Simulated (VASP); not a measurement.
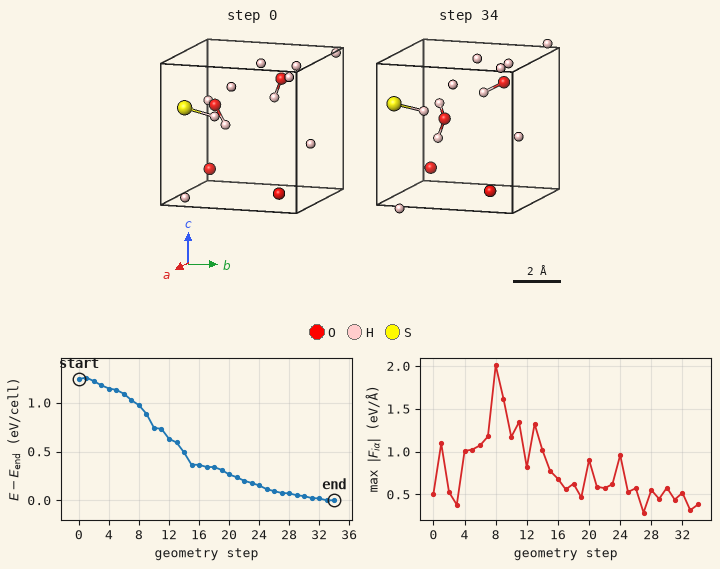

First and last geometry of a relaxation of an amorphous cell of composition H10SO4, with the history of the run. Style: ball-and-stick. Shown: the cell of the calculation, slightly off an axis.

The run lets the atoms move in a fixed cell.

The calculation used VASP 6.6.1, Kohn-Sham DFT of a periodic cell, PBE, VASP PAW PBE potentials, recommended.

Input file:
```
SYSTEM = H10SO4
ALGO = Fast
EDIFF = 1E-6
EDIFFG = -0.3
ENCUT = 520
GGA = PE
IBRION = 2
ISIF = 2
ISMEAR = -1
LASPH = .TRUE.
LCHARG = .FALSE.
LREAL = Auto
LWAVE = .FALSE.
NELM = 100
NSW = 35
PREC = Accurate
SIGMA = 0.02
```

Launched with:
```bash
cat potpaw_PBE.64/O/POTCAR potpaw_PBE.64/H/POTCAR potpaw_PBE.64/S/POTCAR > POTCAR
mpirun -np 1 vasp_gam > vasp.out
```

### Did the run converge, and what did it change?

The relaxation stopped without meeting its thresholds, so the last structure isn't shown to be converged. The energy falls by 1.242 eV per cell of the calculation in 34 geometry steps. The largest force component goes from 0.51 to 0.38 eV/Å. The largest move is that of an O atom, 0.89 Å along [1 3 −2]. Largest moves by element: O 0.89 Å, H 0.87 Å, S 0.36 Å. The cell stays as it was. Near-neighbour distances that change, for instance: H–S 1.339 → 1.362 Å, H–O 0.969 → 0.987 Å. Bond angles that change, for instance: H–O–H 104.0° → 101.5°, H–S–H 93.3° → 91.2°, H–O–H 104.0° → 106.0°. At step 1 the optimiser overshot: the energy rose above the start, and later steps came back.

Limits of the set-up: the periodic images lie only 6.2 Å apart, so the values are limited by the cell's size.
